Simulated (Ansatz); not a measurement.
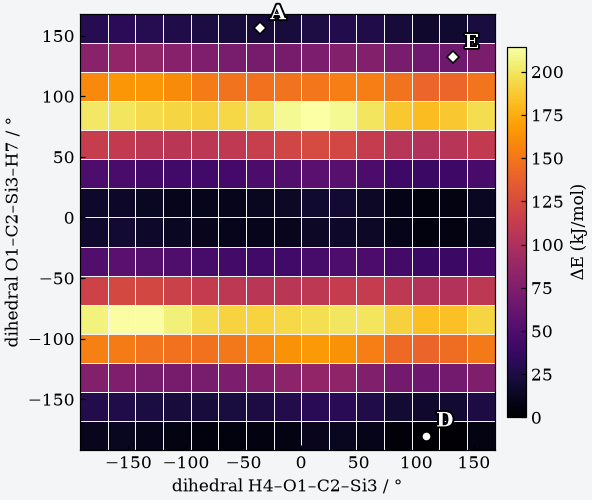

CH₅OSi, SMILES [OH2+]C=[SiH2], charge +1. Coordinates scanned: (1) dihedral H4–O1–C2–Si3; (2) dihedral O1–C2–Si3–H7. Nothing is relaxed (all other coordinates rigid). The grid has 15 × 15 points. Energies are in kJ/mol, from the lowest grid point. Energies and slopes of some neighbouring points disagree (a jump in structure or state, or too coarse a mesh). Method: RKS PBE-D4/def2-TZVP (Ansatz).

In the figure: one coloured cell a grid point, lettered points.

Q: Is D the lowest point of the computed grid?

A: Yes. D, at dihedral H4–O1–C2–Si3 = 108°, dihedral O1–C2–Si3–H7 = −180°, has the lowest energy of the grid.

Q: Rank the lettered points by energy, lowest first.

A: D (0 kJ/mol), A (22 kJ/mol), E (67 kJ/mol).
